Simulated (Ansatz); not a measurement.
# F2GeH2···H2: what the fields show

The calculation's input:

```
crystal:
  periodic: [false, false, false]
  atoms:
    - { symbol: Ge, position_ang: [0.0, 0.0, 0.0] }
    - { symbol: H, position_ang: [0.0, 0.0, 1.9] }
    - { symbol: F, position_ang: [1.5842, 0.0, -0.5594] }
    - { symbol: H, position_ang: [-0.73, 1.2648, -0.5162] }
    - { symbol: H, position_ang: [-0.73, -1.2648, -0.5162] }
    - { symbol: F, position_ang: [-1.879, 0.0, 0.6243] }
    - { symbol: H, position_ang: [-1.0089, 0.0, 1.7574] }
basis:
  gaussian: { orbitals: def2-SVP }
hamiltonian:
  xc: pbe
relax:
  f_tol: 0.15
  max_steps: 25
  restrain:
    - { distance: [0, 5], at: 1.68, k: 30.0 }
    - { distance: [6, 1], at: 0.66, k: 30.0 }
    - { distance: [0, 1], at: 2.75, k: 30.0 }
    - { distance: [6, 5], at: 2.12, k: 30.0 }
output:
  orbitals: {}
```

Launched as:

```sh
ansatz run input.yaml --threads 1 --pin off --max-ram 2048MiB --backend cpu --events-out ev --progress --plain --runs-dir out
```

The fields are those of the run's last geometry, not of the input's.

Not at a stationary point (largest force 1.8 eV/Å).

Computed with RKS PBE/def2-SVP (Ansatz 0.2.0).

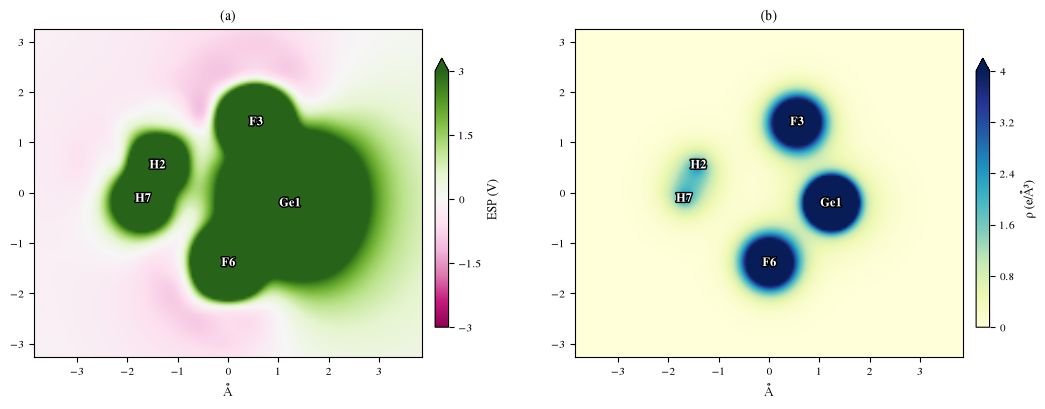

Figure 1. (a) molecular electrostatic potential; (b) total electron density on the plane of atoms F3, Ge1 and F6.

Read the bonding off the picture.

Answer.
- Atoms in the plane: Ge, H and F.
- Ge1···H2 (2.76 Å): the density falls to about 0.08 e/Å³ on the way.
- Ge–F (1.71 Å): ρ at the midpoint is about 0.97 e/Å³.
- H–H (0.72 Å): ρ is about 1.8 e/Å³ halfway.
- Outside the dense part of the complex the potential is most negative (−1.1 V) near F3.

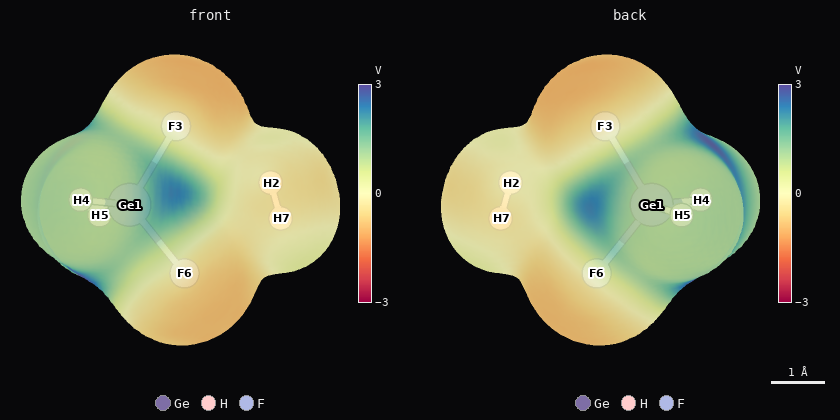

Figure 2. The electrostatic potential painted on the density surface at 0.004 e/bohr³, seen from the front and from behind; red is negative and blue positive.

Where is the surface potential most negative and most positive?

Answer. The most negative region (about −1.0 V) lies over F3, the most positive (about +2.8 V) over Ge1.

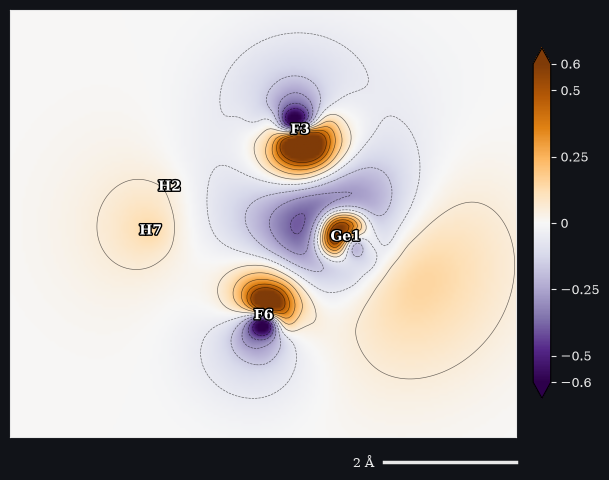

Figure 3. The LUMO on the plane of atoms F3, Ge1 and F6 (values in Å⁻³ᐟ²; the overall sign is arbitrary).

What is the character of this orbital?

Answer. It lies mainly on Ge1 (about 50 %), F3 (about 20 %), F6 (about 10 %), H4 (about 10 %) and H5 (about 10 %). Its energy is −0.68 eV.
